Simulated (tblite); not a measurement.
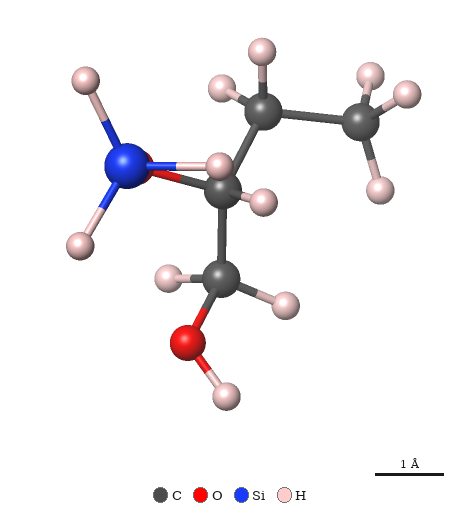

Starting structure of C4H12O2Si. Style: ball-and-stick. Shown from a free direction.

Level of theory: GFN2-xTB geometry optimisation, gas phase (tblite 0.8.0).

```xyz
19

C     1.9496    0.4040   -1.3273
C     0.8533   -0.5631   -0.9838
C    -0.0285   -0.1703    0.1364
C     0.5857    0.0847    1.4581
O    -0.4541    0.5705    2.2952
O    -1.0694   -1.0914    0.2488
Si   -2.6032   -0.4176   -0.0772
H     2.4047    0.9297   -0.4769
H     2.7638   -0.1955   -1.8018
H     1.6080    1.1059   -2.1370
H     0.2283   -0.6591   -1.9073
H     1.2958   -1.5887   -0.8528
H    -0.5374    0.8074   -0.1469
H     0.8964   -0.8844    1.9427
H     1.3811    0.8268    1.5081
H    -0.2060    1.3958    2.7558
H    -2.3968    0.8849   -0.7383
H    -3.3793   -0.1685    1.1384
H    -3.3019   -1.2619   -1.0419
```

Where does the relaxation end?

After 151 geometry steps the energy has fallen by 24.6 kcal/mol. H17 moves most after the best rigid fit: 1.55 Å. By element the largest moves are H 1.55 Å, O 0.99 Å, C 0.49 Å, Si 0.46 Å. Among the contacts that change: O6–Si7 1.707 → 1.625 Å, C2–C3 1.479 → 1.532 Å, C1–H10 1.125 → 1.088 Å, C4–H14 1.127 → 1.092 Å. Bond angles that change, for instance: C3–O6–Si7 113.2° → 130.5°, O6–Si7–H19 109.1° → 96.5°, C3–C4–H15 117.5° → 110.2°. Groups turn about C3–O6 by about 80°, C4–O5 by about 70°, O6–Si7 by about 40°.

The structure at the end:

```xyz
19

C     2.2953    0.2584   -1.2382
C     1.0221   -0.5613   -1.0739
C    -0.0497    0.1438   -0.2356
C     0.2735    0.1120    1.2609
O    -0.7237    0.7490    2.0142
O    -1.2803   -0.4587   -0.4826
Si   -2.6557   -0.4426    0.3821
H     2.7750    0.4372   -0.2791
H     2.9985   -0.2732   -1.8744
H     2.0754    1.2192   -1.6989
H     0.5854   -0.7580   -2.0547
H     1.2511   -1.5246   -0.6142
H    -0.1179    1.2013   -0.5503
H     0.2849   -0.9250    1.6020
H     1.2553    0.5651    1.4457
H    -0.7915    1.6692    1.7352
H    -3.1491    0.9194    0.6136
H    -2.5822   -1.1782    1.6406
H    -3.4763   -1.1438   -0.6001
```

The end point in the same view:

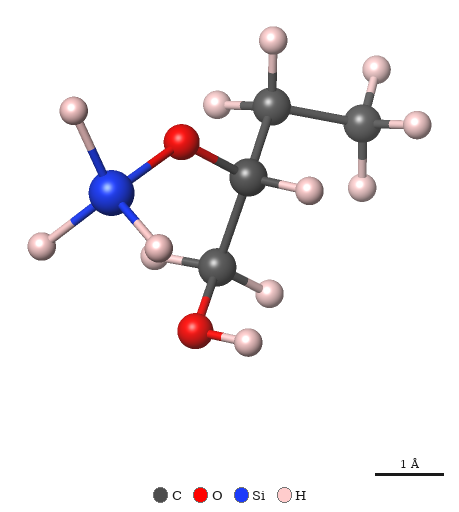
